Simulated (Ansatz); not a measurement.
**The MXene Zr3C2 with Br ends: bands and core levels**

Wanted: the XPS lines and the band structure of the MXene Zr3C2 with Br ends.

Program: Ansatz 0.2.0. Level of theory: DFT, PBE, plane-wave PAW, default files, scalar-relativistic. Results are calculated unless marked as measured.

## (1) The structure

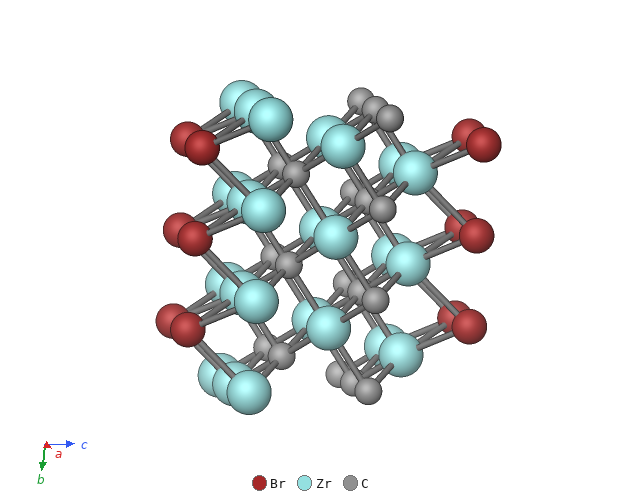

The starting structure, seen from the side, with the c axis across the page (bromine red, zirconium light teal, carbon grey). 2×3×1 cells are drawn. Some periodic images of atoms are drawn too.

The cell holds 7 atoms: 2 Br, 3 Zr and 2 C. Its edges and angles: a = 3.300 Å, b = 3.300 Å, c = 23.500 Å, α = 90.0°, β = 90.0°, γ = 120.0°. It derives from Zr3C2. How the cell was made: MXene sheet; termination: Br; lattice typed at the start. Regions: L1, 1 atom (1 Br); L2, 1 atom (1 Zr); L3, 1 atom (1 C); in, 2 atoms (1 Zr and 1 C); rest, 2 atoms (1 Zr and 1 Br). Vacuum lies along c.

## (2) Relaxing the atoms

The cut or typed positions aren't at rest, and spectra shift with geometry, so the relaxation comes first.

File input.yaml:

```yaml
crystal:
  lattice:
    - [3.3, 0.0, 0.0]
    - [-1.65, 2.8578838325, 0.0]
    - [0.0, 0.0, 23.5]
  atoms:
    - { symbol: Br, position: [0.666666667, 0.333333333, 0.680851064] }
    - { symbol: Zr, position: [0.333333333, 0.666666667, 0.60212766] }
    - { symbol: C, position: [0.0, 0.0, 0.55106383] }
    - { symbol: Zr, position: [0.666666667, 0.333333333, 0.5] }
    - { symbol: C, position: [0.333333333, 0.666666667, 0.44893617] }
    - { symbol: Zr, position: [0.0, 0.0, 0.39787234] }
    - { symbol: Br, position: [0.666666667, 0.333333333, 0.319148936] }
kpoints:
  mp_grid: { grid: [12, 12, 1] }
scf:
  occupations: { method: fermi_dirac, width: 0.05 }
  n_extra_bands: 8
hamiltonian:
  xc: pbe
  pseudopotentials: { kind: paw }
output:
  forces: true
  write_potential: true
  volumetric_format: []
relax:
  f_tol: 0.03
  max_steps: 45
  cell: { fix: [c, alpha, beta] }
```

Launch:

```console
$ ansatz run input.yaml --threads 4 --pin off --max-ram 6144MiB --backend cpu --events-out ev --progress --plain --runs-dir out
```

Numbers of over 12 decimals in the logs are rounded to 6 here.

The program printed:

```text
scf.n_extra_bands = 8 over 29 filled bands (N_el = 58.0): the run solves 37 bands
Engine: ansatz 0.2.0, aarch64-unknown-linux-gnu
Pseudopotentials: kind: paw
Pseudopotential: Br, paw, valence charge 7, recommended cutoff 420 eV (normal), Br.paw.azcp
Pseudopotential: Zr, paw, valence charge 12, recommended cutoff 420 eV (normal), Zr.paw.azcp
Pseudopotential: C, paw, valence charge 4, recommended cutoff 420 eV (normal), C.paw.azcp
Functional definition: PBE
  parameter kappa = 0.804
  parameter beta = 0.066725
  exchange = pbe_x(kappa = kappa, mu = beta*pi^2/3)
  correlation = pbe_c(beta = beta)
Crystal: 7 atoms, lattice volume = 221.629 Å³
Basis set: ecut = 420 eV, 4423 PW (Γ), exchange–correlation on 48×48×320 points (8 copies of the dense FFT grid, shifted against one another)
Bands: 37, of which v1, the nominal top of the filled ones, is band 29 counted from 1 (28 counted from 0)
Symmetry: 12 space group operations
Space group: P-3m1 (ITA 164), of the structure as read, at distance tolerance 6.1e-5 Å
k-points: 19 of 144
Non-local potential: Br, projectors of the file, l = 0: 2, l = 1: 2, l = 2: 2
Non-local potential: Zr, projectors of the file, l = 0: 3, l = 1: 2, l = 2: 2, l = 3: 2
Non-local potential: C, projectors of the file, l = 0: 2, l = 1: 2, l = 2: 1
PAW form: soft (Blöchl's): semilocal exchange-correlation on the pseudo side does not see the compensation charge
PAW one-centre angular grid: Br, 110 points (default); XC on 64 Gauss nodes
PAW one-centre angular grid: Zr, 590 points (default); XC on 64 Gauss nodes
PAW one-centre angular grid: C, 110 points (default); XC on 64 Gauss nodes
Initial density: superposition of atomic densities (neutral atoms: chi_scale 0, normalization atom), corrected by the library's trained network
Initial wavefunctions: pseudopotential atomic-orbital guess
Functional: x = pbe(κ = 0.804, μ = 0.219515), c = pbe(β = 0.066725)
SCF iter   1: F=—  HF=-18626.481044 eV  |F-HF|=—  |Δ(HF+E_count)|=         —  Δρ=3.19e-3  dr2=1.99e-1  ethr=1.77e-3  ⟨swp⟩=8.3  Hψ=3759  notcnv=0  defer=4
preconditioner: auto → LDOS  [metal: Δε(μ)=0.027 eV  Ē_g=8.983 eV  σ=0.050 eV  W_gap=0.13  n_scr=16 (ndim 8)  ℏωp=14.5 eV  f_vac=0.498  D(μ)=1.79/eV (n_scr^D=8)  β→1.0]
SCF iter   2: F=—  HF=-18626.464239 eV  |F-HF|=—  |Δ(HF+E_count)|=   1.68e-2  Δρ=1.74e-3  dr2=3.14e-2  ethr=3.43e-4  ⟨swp⟩=3.5  Hψ=1331  notcnv=0  defer=26
SCF iter   3: F=—  HF=-18626.460135 eV  |F-HF|=—  |Δ(HF+E_count)|=   4.10e-3  Δρ=6.02e-4  dr2=3.37e-3  ethr=5.42e-5  ⟨swp⟩=2.4  Hψ=1056  notcnv=0  defer=26
SCF iter   4: F=—  HF=-18626.459418 eV  |F-HF|=—  |Δ(HF+E_count)|=   7.17e-4  Δρ=1.36e-4  dr2=7.14e-5  ethr=5.81e-6  ⟨swp⟩=2.9  Hψ=1056  notcnv=0  defer=26
SCF iter   5: F=—  HF=-18626.459304 eV  |F-HF|=—  |Δ(HF+E_count)|=   1.15e-4  Δρ=4.34e-5  dr2=4.18e-6  ethr=1.23e-7  ⟨swp⟩=2.8  Hψ=1390  notcnv=0  defer=26
SCF iter   6: F=—  HF=-18626.459306 eV  |F-HF|=—  |Δ(HF+E_count)|=   1.67e-6  Δρ=1.39e-5  dr2=3.67e-7  ethr=7.20e-9  ⟨swp⟩=2.3  Hψ=1107  notcnv=0  defer=26
SCF iter   7: F=-18626.459306 eV  HF=-18626.459306 eV  |F-HF|=4.29e-8  |Δ(HF+E_count)|=   1.80e-7  Δρ=3.04e-6  dr2=1.22e-8  ethr=1.72e-10  ⟨swp⟩=11.4  Hψ=5764  notcnv=0
SCF 1 converged in 7 iterations: F = -18626.459306 eV  dr2 = 1.22e-8
  greatest PAW one-centre occupation: 0.996 electrons in one spin orbital (limit 2), on the Zr atom at site 5 (counted from 0), in its partial waves of l = 0
relax step   1: F+E_penalty+E_count = -18626.45930585 eV  Δ(F+E_penalty+E_count) = +0.000e0 eV  max|allowed force component| = 2.141e0 eV/Å  Δτ_max = 0.0000 Å  P = +12.373 GPa  Ω = 221.629 Å³  fix = [c, alpha, beta]  reactions: c +12.311 GPa  (7 SCF iters, dr2 threshold 1.00e-7 eV, accepted)
Crystal: 7 atoms, lattice volume = 244.132 Å³
Basis set: ecut = 420 eV, 4753 PW (Γ), exchange–correlation on 48×48×320 points (8 copies of the dense FFT grid, shifted against one another)
Initial density: handed on by an earlier stage of this run
Initial wavefunctions: those handed on with the density
SCF iter   1: F=—  HF=-18628.289620 eV  |F-HF|=—  |Δ(HF+E_count)|=         —  Δρ=1.53e-2  dr2=3.60e0  ethr=3.10e-3  ⟨swp⟩=10.2  Hψ=3505  notcnv=0  defer=1
preconditioner: auto → LDOS  [insulator: Δε(μ)=0.121 eV  Ē_g=8.468 eV  σ=0.050 eV  W_gap=0.52  n_scr=34 (ndim 8)  ℏωp=13.9 eV  f_vac=0.485  D(μ)=1.92/eV (n_scr^D=8)  ε∞_Penn≈3.7  β→1.0]
SCF iter   2: F=—  HF=-18628.084283 eV  |F-HF|=—  |Δ(HF+E_count)|=   2.05e-1  Δρ=1.51e-2  dr2=1.55e0  ethr=3.10e-3  ⟨swp⟩=3.6  Hψ=1392  notcnv=0  defer=26
SCF iter   3: F=—  HF=-18627.836278 eV  |F-HF|=—  |Δ(HF+E_count)|=   2.48e-1  Δρ=2.35e-3  dr2=2.53e-2  ethr=2.67e-3  ⟨swp⟩=2.1  Hψ=1251  notcnv=0  defer=33
SCF iter   4: F=—  HF=-18627.831031 eV  |F-HF|=—  |Δ(HF+E_count)|=   5.25e-3  Δρ=3.71e-4  dr2=3.03e-4  ethr=4.37e-5  ⟨swp⟩=2.1  Hψ=1122  notcnv=0  defer=33
SCF iter   5: F=—  HF=-18627.830906 eV  |F-HF|=—  |Δ(HF+E_count)|=   1.25e-4  Δρ=8.81e-5  dr2=2.47e-5  ethr=5.23e-7  ⟨swp⟩=3.8  Hψ=1547  notcnv=0  defer=33
SCF iter   6: F=—  HF=-18627.830908 eV  |F-HF|=—  |Δ(HF+E_count)|=   2.10e-6  Δρ=3.37e-5  dr2=4.27e-6  ethr=4.27e-8  ⟨swp⟩=2.0  Hψ=1155  notcnv=0  defer=33
SCF iter   7: F=-18627.830908 eV  HF=-18627.830908 eV  |F-HF|=1.74e-8  |Δ(HF+E_count)|=   1.38e-7  Δρ=9.85e-6  dr2=2.55e-7  ethr=1.21e-9  ⟨swp⟩=10.5  Hψ=6223  notcnv=0
SCF 2 converged in 7 iterations: F = -18627.830908 eV  dr2 = 2.55e-7
relax step   2: F+E_penalty+E_count = -18627.83090810 eV  Δ(F+E_penalty+E_count) = -1.372e0 eV  max|allowed force component| = 5.143e-1 eV/Å  Δτ_max = 0.1920 Å  P = +0.443 GPa  Ω = 244.132 Å³  energy of the carried Pulay correction = -7.406e-3 eV  fix = [c, alpha, beta]  reactions: c +1.168 GPa  (7 SCF iters, dr2 threshold 7.00e-7 eV, accepted)
Crystal: 7 atoms, lattice volume = 236.056 Å³
Basis set: ecut = 420 eV, 4615 PW (Γ), exchange–correlation on 48×48×320 points (8 copies of the dense FFT grid, shifted against one another)
iter 1 solved again at ethr=1.63e-3 eV; its pass at ethr=3.10e-3 eV (dr2=9.45e-1 eV) is discarded
SCF iter   1: F=—  HF=-18627.864951 eV  |F-HF|=—  |Δ(HF+E_count)|=         —  Δρ=1.03e-2  dr2=9.54e-1  ethr=1.63e-3  ⟨swp⟩=1.6  Hψ=4259  notcnv=0
preconditioner: auto → LDOS  [metal: Δε(μ)=0.050 eV  Ē_g=8.293 eV  σ=0.050 eV  W_gap=0.24  n_scr=34 (ndim 8)  ℏωp=14.1 eV  f_vac=0.467  D(μ)=2.46/eV (n_scr^D=10)  β→1.0]
SCF iter   2: F=—  HF=-18627.750179 eV  |F-HF|=—  |Δ(HF+E_count)|=   1.15e-1  Δρ=4.27e-3  dr2=8.79e-2  ethr=1.63e-3  ⟨swp⟩=3.1  Hψ=1229  notcnv=0  defer=2
SCF iter   3: F=—  HF=-18627.734342 eV  |F-HF|=—  |Δ(HF+E_count)|=   1.58e-2  Δρ=9.59e-4  dr2=6.99e-3  ethr=1.52e-4  ⟨swp⟩=2.3  Hψ=1224  notcnv=0  defer=13
SCF iter   4: F=—  HF=-18627.733567 eV  |F-HF|=—  |Δ(HF+E_count)|=   7.74e-4  Δρ=3.73e-4  dr2=9.39e-4  ethr=1.21e-5  ⟨swp⟩=2.4  Hψ=1064  notcnv=0  defer=13
SCF iter   5: F=—  HF=-18627.733347 eV  |F-HF|=—  |Δ(HF+E_count)|=   2.20e-4  Δρ=7.67e-5  dr2=1.23e-5  ethr=1.62e-6  ⟨swp⟩=2.4  Hψ=957  notcnv=0  defer=13
SCF iter   6: F=—  HF=-18627.733248 eV  |F-HF|=—  |Δ(HF+E_count)|=   9.91e-5  Δρ=2.23e-5  dr2=1.68e-6  ethr=2.12e-8  ⟨swp⟩=2.6  Hψ=1271  notcnv=0  defer=13
SCF iter   7: F=-18627.733248 eV  HF=-18627.733248 eV  |F-HF|=1.06e-7  |Δ(HF+E_count)|=   3.62e-8  Δρ=5.47e-6  dr2=6.46e-8  ethr=1.21e-9  ⟨swp⟩=12.0  Hψ=5969  notcnv=0
SCF 3 converged in 7 iterations: F = -18627.733248 eV  dr2 = 6.46e-8
relax step   3: F+E_penalty+E_count = -18627.73324803 eV  Δ(F+E_penalty+E_count) = +9.766e-2 eV  max|allowed force component| = 9.193e-1 eV/Å  Δτ_max = 0.1844 Å  P = -0.429 GPa  Ω = 236.056 Å³  energy of the carried Pulay correction = -4.831e-3 eV  fix = [c, alpha, beta]  (7 SCF iters, dr2 threshold 7.00e-7 eV, rejected (line search))
[...]
relax step   4: F+E_penalty+E_count = -18627.87733759 eV  Δ(F+E_penalty+E_count) = -4.643e-2 eV  max|allowed force component| = 1.929e-1 eV/Å  Δτ_max = 0.0598 Å  P = -0.185 GPa  Ω = 243.348 Å³  energy of the carried Pulay correction = -7.160e-3 eV  fix = [c, alpha, beta]  reactions: c -0.289 GPa  (10 SCF iters, accepted)
[...]
relax step   5: F+E_penalty+E_count = -18627.87921510 eV  Δ(F+E_penalty+E_count) = -1.878e-3 eV  max|allowed force component| = 1.096e-1 eV/Å  Δτ_max = 0.0159 Å  P = +0.230 GPa  Ω = 242.393 Å³  energy of the carried Pulay correction = -6.859e-3 eV  fix = [c, alpha, beta]  reactions: c +0.004 GPa  (5 SCF iters, dr2 threshold 7.00e-7 eV, accepted)
[...]
relax step   6: F+E_penalty+E_count = -18627.88060828 eV  Δ(F+E_penalty+E_count) = -1.393e-3 eV  max|allowed force component| = 4.647e-3 eV/Å  Δτ_max = 0.0072 Å  P = +0.011 GPa  Ω = 243.325 Å³  energy of the carried Pulay correction = -7.152e-3 eV  fix = [c, alpha, beta]  reactions: c -0.013 GPa  (5 SCF iters, dr2 threshold 7.00e-7 eV, accepted)
[...]
relax step   7: F+E_penalty+E_count = -18627.89161904 eV  Δ(F+E_penalty+E_count) = -1.101e-2 eV  max|allowed force component| = 6.407e-3 eV/Å  Δτ_max = 0.0000 Å  P = +0.061 GPa  Ω = 243.325 Å³  fix = [c, alpha, beta]  reactions: c +0.011 GPa  stress off target by 8.64e-2 GPa on what of the cell is left free  SCF on the basis re-selected at this cell (its energy is not comparable with the rows above)  (6 SCF iters)
[...]
relax step   8: F+E_penalty+E_count = -18627.89161346 eV  Δ(F+E_penalty+E_count) = +5.579e-6 eV  max|allowed force component| = 8.046e-4 eV/Å  Δτ_max = 0.0011 Å  P = +0.001 GPa  Ω = 243.605 Å³  energy of the carried Pulay correction = -8.635e-5 eV  fix = [c, alpha, beta]  reactions: c -0.001 GPa  (5 SCF iters, dr2 threshold 1.87e-8 eV, accepted)
iter 1 solved again at ethr=2.73e-6 eV; its pass at ethr=3.10e-3 eV (dr2=1.58e-3 eV) is discarded
SCF iter   1: F=—  HF=-18627.891631 eV  |F-HF|=—  |Δ(HF+E_count)|=         —  Δρ=4.85e-6  dr2=2.69e-8  ethr=2.73e-6  ⟨swp⟩=4.0  Hψ=5530  notcnv=0
eigensolver tolerance schedule: the retry pair's looser diagonalisation over-reported the residual by 58731.39 of it (diagonalisation noise at an unbounded share of the residual, at the tolerance the schedule requests for it); recorded, not acted on — ethr = c·dr2/N_el stays at c = 1.0e-1
preconditioner: auto → LDOS  [metal: Δε(μ)=0.091 eV  Ē_g=8.322 eV  σ=0.050 eV  W_gap=0.42  n_scr=34 (ndim 8)  ℏωp=13.9 eV  f_vac=0.483  D(μ)=1.90/eV (n_scr^D=8)  β→1.0]
SCF iter   2: F=—  HF=-18627.891712 eV  |F-HF|=—  |Δ(HF+E_count)|=   8.10e-5  Δρ=4.37e-6  dr2=5.34e-8  ethr=4.64e-11  ⟨swp⟩=5.4  Hψ=2500  notcnv=0
SCF iter   3: F=—  HF=-18627.891712 eV  |F-HF|=—  |Δ(HF+E_count)|=   1.07e-8  Δρ=1.76e-6  dr2=4.58e-9  ethr=4.64e-11  ⟨swp⟩=2.0  Hψ=1024  notcnv=0
SCF iter   4: F=—  HF=-18627.891712 eV  |F-HF|=—  |Δ(HF+E_count)|=   1.16e-8  Δρ=9.74e-7  dr2=2.28e-9  ethr=7.89e-12  ⟨swp⟩=2.6  Hψ=1180  notcnv=0
SCF iter   5: F=—  HF=-18627.891712 eV  |F-HF|=—  |Δ(HF+E_count)|=   1.09e-8  Δρ=1.50e-7  dr2=1.44e-10  ethr=3.93e-12  ⟨swp⟩=2.0  Hψ=1023  notcnv=0
SCF iter   6: F=-18627.891712 eV  HF=-18627.891712 eV  |F-HF|=7.84e-9  |Δ(HF+E_count)|=   7.88e-9  Δρ=1.55e-7  dr2=4.90e-11  ethr=1.00e-12  ⟨swp⟩=10.7  Hψ=4502  notcnv=0
SCF 9 converged in 6 iterations: F = -18627.891712 eV  dr2 = 4.90e-11
relax step   9: F+E_penalty+E_count = -18627.89171183 eV  Δ(F+E_penalty+E_count) = -9.837e-5 eV  max|allowed force component| = 7.682e-4 eV/Å  Δτ_max = 0.0000 Å  P = +0.001 GPa  Ω = 243.605 Å³  fix = [c, alpha, beta]  reactions: c -0.001 GPa  stress off target by 2.30e-3 GPa on what of the cell is left free  SCF on the basis re-selected at this cell (its energy is not comparable with the rows above)  (6 SCF iters)
basis re-selected at this cell: Δ(F+E_penalty+E_count) = -9.837e-5 eV, ΔP = +0.000 GPa vs the last step (what re-selecting the basis moved, of the pressure what is left beyond the Pulay correction that the steps carried, after the strain that the cell walked since its last selection, with what the two solves' SCF thresholds leave and, on support functions, any second-order correction that the steps lacked; it is no m [...]
SCF converged after 6 iterations
Free energy (F): -18627.891712 eV
Harris-Foulkes:  -18627.891712 eV  (|F-HF|=7.84e-9)
Internal energy: -18627.875713 eV  (E = F + TS)
E sigma→0 (E₀):  -18627.883712 eV
Entropy (-TS):   -0.015999 eV (-2.286 meV/atom)
Fermi energy:    4.231775 eV
--- Per-component energies (eV) ---
  E_band       = -743.121435
  E_kinetic    = 1445.166076
  E_local      = -41840.511869  (includes V_loc(G=0)·N_el)
  E_nonlocal   = 429.509887
  E_hartree    = 20200.862223
  E_xc         = -1114.239586
  E_vxc        = -904.690864  (∫ρ·V_xc dr)
  E_paw        = -13551.354501  (= ΣΔE_a)
  E_vpaw       = -274.319746  (= ΣTr[D̂ρ^β])
  E_aug_tail   = 0.000080  (compensation charges beyond the density's cutoff)
  E_ewald      = 15802.691977
  E_smearing   = -0.015999  (= −TS)
  E_closure    = 0.000000  (closes the sum)
  Σ components = -18627.891712   (vs F -18627.891712, Δ=0.00e0)
--- Forces (eV/Å), atoms counted from 1 ---
  atom   1  Br    -0.00000000    -0.00000000     0.00032658
  atom   2  Zr    -0.00000000     0.00000000    -0.00076821
  atom   3  C      0.00000000    -0.00000000    -0.00011289
  atom   4  Zr    -0.00000000    -0.00000000     0.00000000
  atom   5  C      0.00000000     0.00000000     0.00011289
  atom   6  Zr     0.00000000    -0.00000000     0.00076821
  atom   7  Br     0.00000000     0.00000000    -0.00032658
  max |Σ_I F_I| component: 1.04e-17 eV/Å
--- Stress (GPa, compression-positive) ---
        0.002298       0.000000       0.000000
        0.000000       0.002298       0.000000
        0.000000       0.000000      -0.000981
  P = ⅓ Tr σ = 0.0012 GPa (0.012 kbar)
--- Band table (eV; the first three rows and the last of 19) ---
  k-point 0: bands = [... 25 lower, 1.8456, 2.4686, 2.4686, 4.2855, 4.2855, 5.0231, 5.4918, 5.4918, ... 4 higher]
  k-point 1: bands = [... 25 lower, 1.8191, 2.0545, 2.3367, 4.1082, 4.4394, 4.9501, 5.5230, 5.5784, ... 4 higher]
  k-point 2: bands = [... 25 lower, 1.5505, 1.7915, 2.1100, 3.5902, 4.8307, 4.8654, 5.5762, 5.7590, ... 4 higher]
  k-point 18: bands = [... 25 lower, 1.1126, 1.5268, 1.5268, 5.0900, 5.0900, 5.1717, 5.6775, 6.1433, ... 4 higher]
--- Relaxed structure (7 steps of the walk, 6 accepted, 2 SCFs on fresh bases) ---
  F+E_penalty+E_count = -18627.89171183 eV   max|allowed force component| = 7.682e-4 eV/Å   (the final SCF, on the basis selected at the relaxed cell)
  cell:  # Å, volume = 243.6052 Å³
    - [3.459744, 0.0, 0]
    - [-1.729872, 2.996226, 0]
    - [0, 0, 23.5]
  atoms:
    - { symbol: Br, position: [0.666667, 0.333333, 0.690301] }
    - { symbol: Zr, position: [0.333333, 0.666667, 0.606099] }
    - { symbol: C, position: [1.640473360966802e-17, -2.907726968487035e-17, 0.559261] }
    - { symbol: Zr, position: [0.666667, 0.333333, 0.500000] }
    - { symbol: C, position: [0.333333, 0.666667, 0.440739] }
    - { symbol: Zr, position: [9.990654911208429e-18, -2.907726968487035e-17, 0.393901] }
    - { symbol: Br, position: [0.666667, 0.333333, 0.309699] }
```

Run time: 27 s. Hardware: 4 threads of Arm Neoverse V2, shared host; peak memory 0.72 GiB; 1.7 min of CPU time.

Step by step:

```
step  energy less that of the first step (eV)  largest force component (eV/Å)  pressure (GPa)  volume (Å³)
   1                                   0.0000                          2.1406           12.37       221.63
   2                                  -1.3716                          0.5143            0.44       244.13
   3                                  -1.2739                          0.9193           -0.43       236.06
   4                                  -1.4180                          0.1929           -0.18       243.35
   5                                  -1.4199                          0.1096            0.23       242.39
   6                                  -1.4213                          0.0046            0.01       243.32
  7*                                  -1.4323                          0.0064            0.06       243.32
   8                                  -1.4323                          0.0008            0.00       243.61
  9*                                  -1.4324                          0.0008            0.00       243.61
```

Relaxation steps marked * repeat the geometry before them on a plane-wave basis chosen anew for their cell, so energy and pressure can jump there. Relaxation step 3 was tried and not accepted.

Forces are held to the 12 operations that the run works with; a distortion that breaks them can't arise in this run.

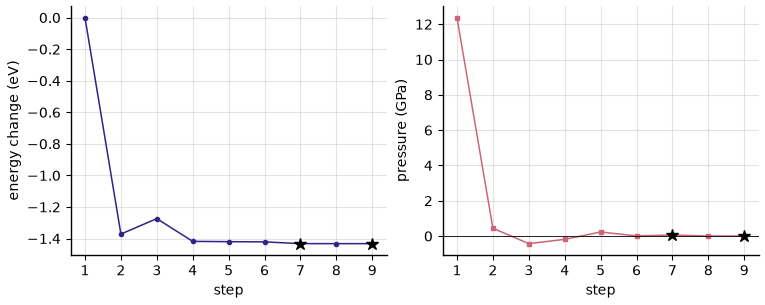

Energy and pressure along the relaxation. Stars mark steps on a basis chosen anew.

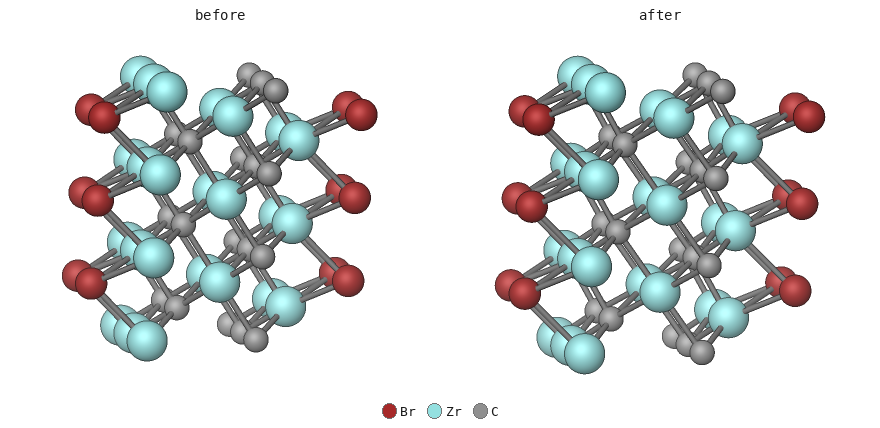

The structure before and after the relaxation, drawn at the same scale.

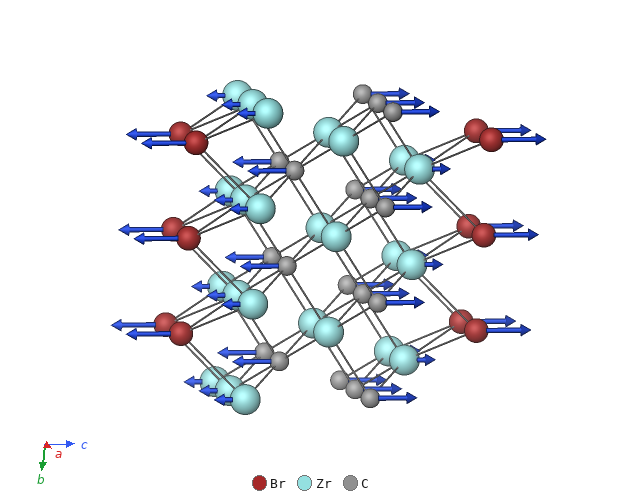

Displacements in the relaxation, exaggerated, measured against the changing cell; the longest in the cell stands for 0.22 Å. 2×3×1 cells are drawn. Some periodic images of atoms are drawn too.

```
cell as run  before  after  change
      a (Å)   3.300  3.460  +4.8 %
      b (Å)   3.300  3.460  +4.8 %
```

The atoms that moved most (Å, along periodic axes as changes of fractional coordinates times the final cell, across vacuum about the mean position):

```
atom     dx     dy      dz  length
 Br1  0.000  0.000   0.222   0.222
 Br7  0.000  0.000  -0.222   0.222
  C3  0.000  0.000   0.193   0.193
  C5  0.000  0.000  -0.193   0.193
 Zr2  0.000  0.000   0.093   0.093
 Zr6  0.000  0.000  -0.093   0.093
```

Final coordinates:

```cif
data_structure
_symmetry_space_group_name_H-M 'P 1'
_symmetry_Int_Tables_number 1
_cell_length_a 3.4597
_cell_length_b 3.4597
_cell_length_c 23.5000
_cell_angle_alpha 90.000
_cell_angle_beta 90.000
_cell_angle_gamma 120.000
_cell_volume 243.61
loop_
_atom_site_label
_atom_site_type_symbol
_atom_site_fract_x
_atom_site_fract_y
_atom_site_fract_z
_atom_site_occupancy
Br1 Br 0.66667 0.33333 0.69030 1
Zr2 Zr 0.33333 0.66667 0.60610 1
C3 C 0.00000 0.00000 0.55926 1
Zr4 Zr 0.66667 0.33333 0.50000 1
C5 C 0.33333 0.66667 0.44074 1
Zr6 Zr 0.00000 0.00000 0.39390 1
Br7 Br 0.66667 0.33333 0.30970 1
```

This step gave:

- free energy: -18627.8917 eV
- energy at zero smearing: -18627.8837 eV
- smearing term TS: 0.01600 eV
- Fermi energy: 4.232 eV
- symmetry operations: 12
- pressure: 0.001205 GPa
- work function, upper face: 3.958 eV
- work function, lower face: 3.958 eV

The relaxation ends with a largest force component of 7.7e-4 eV/Å.

(Part 1 of 4 ends here.)

[Logs are printed without paths, hosts, clocks, repeated set-up lines and the standing remarks that a program may print on its own settings, such as how far it seeks lower states.]

[Hosts, paths, dates, database ids (printed as entryN), source tags and the programs' standing remarks are cut or masked in the printed files.]

[Maps of the electrostatic potential energy from Ansatz leave out the sawtooth potential of an applied field or a dipole correction, so their vacuum need not be flat; work functions include it.]
